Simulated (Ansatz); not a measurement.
**BNH3 (SMILES B[NH]): levels of theory compared**

Aim: a comparison of 6 runs (U-r2SCAN0/STO-3G, UB2PLYP/STO-3G, UCAM-B3LYP/STO-3G, UPBE/STO-3G, RPA@PBE/STO-3G, UCCSDT(Q)/STO-3G) of BNH3. 

Program for the calculation: Ansatz 0.2.0.

53 further runs of the same task are left out: 53 set aside as unsound or not needed.

## 1. The molecule

The species is BNH3 (5 atoms), meant as a doublet with charge 0. SMILES: `B[NH]`. The H4–B1 distance was set to 1.505 Å, away from the relaxed value.

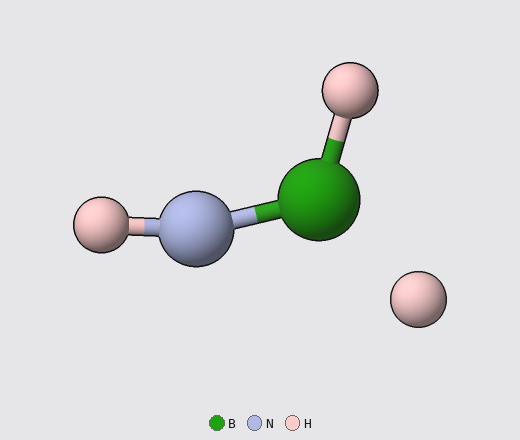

Viewed from a chosen angle; boron green, nitrogen light blue, hydrogen pink.

## 2. A single-point energy at U-r2SCAN0/STO-3G (run 1)

File input.yaml:

```yaml
crystal:
  periodic: [false, false, false]
  atoms:
    - {symbol: B, position_ang: [-0.147489, -0.319354, 0.155953]}
    - {symbol: "N", position_ang: [0.694511, 0.705946, 0.227753]}
    - {symbol: H, position_ang: [-0.251489, -1.056654, 1.110053]}
    - {symbol: H, position_ang: [-0.964100, -0.573100, -1.081900]}
    - {symbol: H, position_ang: [1.371711, 1.372446, 0.536853]}
basis:
  gaussian:
    orbitals: STO-3G
total_charge: 0
magnetization:
  spin_polarized: true
  initial_magnetization: 1
hamiltonian:
  xc: {name: r2SCAN0}
accuracy: high
```

Run with:

```console
ansatz run input.yaml --threads 1 --pin off --max-ram 2610MiB --events-out events.jsonl --progress --plain --runs-dir runs
```

The log of the run:

```text
Warning: RAYON_NUM_THREADS=1 ignored (pool sized by the plan → 1); use --threads N
Functional definition: r2SCAN0
  name "r2SCAN0"
  parameter a = 0.25
  parameter k0 = 0.174
  parameter k1 = 0.065
  parameter a1 = 4.9479
  exchange = (1 - a)*r2scan_x(k0 = k0, k1 = k1, a1 = a1) + a*exact_x
  correlation = r2scan_c
207 factors; integrals over basis functions are off by at most 9.7e-9 eV
mean field evaluation 1: about -2182.2061 eV, gradient 8.6e0 eV
mean field evaluation 2: about -2182.0447 eV, gradient 1.2e1 eV
mean field evaluation 4: about -2182.8565 eV, gradient 3.8e-1 eV
mean field evaluation 8: about -2182.8028 eV, gradient 2.5e-2 eV
mean field evaluation 16: about -2182.8028 eV, gradient 3.5e-5 eV
mean field -2182.80281295 eV, -80.2165238189 hartree, gradient 3.9e-8 eV, S^2 0.773023; 0 other end points of the search recorded, 0 dependent functions left out
reference -2182.80281358 eV, -80.2165238420 hartree; 8, 7 occupied and 5, 6 virtual orbitals, 207 factors
Total energy: -2182.80281358 eV, -80.2165238420 hartree
```

Run time: 3.3 s. Hardware: 1 thread of Arm Neoverse V1, shared host; peak memory 0.18 GiB.

## 3. A single-point energy at UB2PLYP/STO-3G (run 2)

File run.yaml:

```yaml
crystal:
  periodic: [false, false, false]
  atoms:
    - {symbol: B, position_ang: [-0.147489, -0.319354, 0.155953]}
    - {symbol: "N", position_ang: [0.694511, 0.705946, 0.227753]}
    - {symbol: H, position_ang: [-0.251489, -1.056654, 1.110053]}
    - {symbol: H, position_ang: [-0.964100, -0.573100, -1.081900]}
    - {symbol: H, position_ang: [1.371711, 1.372446, 0.536853]}
basis:
  gaussian:
    orbitals: STO-3G
magnetization:
  spin_polarized: true
  initial_magnetization: 1
hamiltonian:
  xc: {name: B2PLYP}
correlation:
  frozen_orbitals: {B: 1, H: 0, "N": 1}
accuracy: high
```

Run with:

```console
ansatz run run.yaml --threads 1 --pin off --max-ram 2610MiB --events-out events.jsonl --progress --plain --runs-dir runs
```

The log of the run, cut to the lines that bear on the results:

```text
Warning: RAYON_NUM_THREADS=1 ignored (pool sized by the plan → 1); use --threads N
Functional definition: B2PLYP
  name "B2PLYP"
[...]
207 factors; integrals over basis functions are off by at most 9.7e-9 eV
[...]
mean field -2179.51516602 eV, -80.0957050227 hartree, gradient 7.7e-8 eV, S^2 0.772665; 0 other end points of the search recorded, 0 dependent functions left out
2 core orbitals not correlated: weight in the atoms' cores, before any rotation towards them, 1.000 or more for the frozen orbitals, at most 0.000 for the correlated occupied ones
reference -2179.51518236 eV, -80.0957056231 hartree; 6, 5 occupied and 5, 6 virtual orbitals, 207 factors
second order -3.17947452 eV of doubles, -0.00000000 eV of singles
Total energy: -2180.37364048 eV, -80.1272533772 hartree
```

Run time: 1.3 s. Hardware: 1 thread of Arm Neoverse V1, shared host; peak memory 0.11 GiB.

Runs 3 to 4 aren't shown in full; the table further down has their settings and results.

## 4. A single-point energy at RPA@PBE/STO-3G (run 5)

File input.yaml:

```yaml
crystal:
  periodic: [false, false, false]
  atoms:
    - {symbol: B, position_ang: [-0.147489, -0.319354, 0.155953]}
    - {symbol: N, position_ang: [0.694511, 0.705946, 0.227753]}
    - {symbol: H, position_ang: [-0.251489, -1.056654, 1.110053]}
    - {symbol: H, position_ang: [-0.964100, -0.573100, -1.081900]}
    - {symbol: H, position_ang: [1.371711, 1.372446, 0.536853]}
basis:
  gaussian: {orbitals: STO-3G}
magnetization: {spin_polarized: true, initial_magnetization: 1}
hamiltonian: {xc: {name: PBE}}
correlation: {method: rpa, frozen_orbitals: {B: 1, H: 0, "N": 1}}
accuracy: high
```

Run with:

```console
ansatz run input.yaml --threads 1 --pin off --max-ram 2610MiB --events-out events.jsonl --progress --plain --runs-dir runs
```

The log of the run:

```text
Warning: RAYON_NUM_THREADS=1 ignored (pool sized by the plan → 1); use --threads N
Functional definition: PBE
  name "PBE"
  parameter kappa = 0.804
  parameter beta = 0.06672455060314922
  exchange = pbe_x(kappa = kappa, mu = beta*pi^2/3)
  correlation = pbe_c(beta = beta)
207 factors; integrals over basis functions are off by at most 9.7e-9 eV
mean field evaluation 1: about -2180.8649 eV, gradient 7.4e0 eV
mean field evaluation 2: about -2180.7885 eV, gradient 7.3e0 eV
mean field evaluation 4: about -2181.1035 eV, gradient 1.9e0 eV
mean field evaluation 8: about -2181.1355 eV, gradient 3.9e-2 eV
mean field evaluation 16: about -2181.1356 eV, gradient 4.1e-6 eV
mean field -2181.13557075 eV, -80.1552537982 hartree, gradient 9.6e-8 eV, S^2 0.758102; 0 other end points of the search recorded, 0 dependent functions left out
2 core orbitals not correlated: weight in the atoms' cores, before any rotation towards them, 1.000 or more for the frozen orbitals, at most 0.000 for the correlated occupied ones
reference -2169.79897548 eV, -79.7386416062 hartree; 6, 5 occupied and 5, 6 virtual orbitals, 207 factors
Total energy: -2175.36203901 eV, -79.9430804201 hartree
```

Wall time 1.3 s (1 thread of Arm Neoverse V1, shared host); peak memory 0.11 GiB.

## 5. The energy at UCCSDT(Q)/STO-3G (run 6)

File job.yaml:

```yaml
crystal:
  periodic: [false, false, false]
  atoms:
    - {symbol: B, position_ang: [-0.147489, -0.319354, 0.155953]}
    - {symbol: N, position_ang: [0.694511, 0.705946, 0.227753]}
    - {symbol: H, position_ang: [-0.251489, -1.056654, 1.110053]}
    - {symbol: H, position_ang: [-0.964100, -0.573100, -1.081900]}
    - {symbol: H, position_ang: [1.371711, 1.372446, 0.536853]}
basis:
  gaussian: {orbitals: STO-3G}
correlation: {method: ccsdt_q, frozen_orbitals: {B: 1, H: 0, "N": 1}}
accuracy: high
scf: {omitted_lower_state_checks: [cluster_reference, increment]}
magnetization: {spin_polarized: true, initial_magnetization: 1}
```

Run with:

```console
ansatz run job.yaml --threads 1 --pin off --max-ram 2610MiB --events-out events.jsonl --progress --plain --runs-dir runs
```

The log of the run:

```text
Warning: RAYON_NUM_THREADS=1 ignored (pool sized by the plan → 1); use --threads N
[... 12 lines left out ...]
2 core orbitals not correlated: weight in the atoms' cores, before any rotation towards them, 1.000 or more for the frozen orbitals, at most 0.000 for the correlated occupied ones
[... 31 lines left out ...]
Total energy: -2173.81167085 eV, -79.8861054411 hartree
Checks for a lower state left out: cluster_reference, increment
```

Run time: 0.68 s. Hardware: 1 thread of Arm Neoverse V1, shared host.

## 6. Overview of the runs

| run | level | frozen core orbitals | energy (Eh) | ⟨S²⟩ | wall time |
| --- | --- | --- | --- | --- | --- |
| 1 | U-r2SCAN0/STO-3G | – | -80.216524 | 0.773 | 3.3 s |
| 2 | UB2PLYP/STO-3G | 2 | -80.127253 | 0.773 | 1.3 s |
| 3 | UCAM-B3LYP/STO-3G | – | -80.210551 | 0.764 | 1.5 s |
| 4 | UPBE/STO-3G | – | -80.155254 | 0.758 | 1.1 s |
| 5 | RPA@PBE/STO-3G | 2 | -79.943080 | 0.758 | 1.3 s |
| 6 | UCCSDT(Q)/STO-3G | 2 | -79.886105 | 0.798 | 0.68 s |

## 7. Outcome

```
                                          quantity         value
                               run 6: total energy  -79.88611 Eh
run 6: correlation energy (2 core orbitals frozen)    -122.1 mEh
          run 6: ⟨S²⟩ of the reference determinant         0.798
                              run 6: T1 diagnostic         0.033
```

In words: Totals of different functionals can't be ranked against each other. In runs 1, 2, 3, 4, 5, 6 the basis is minimal, so the values are rough. All runs together took 9.2 s, the longest 3.3 s.
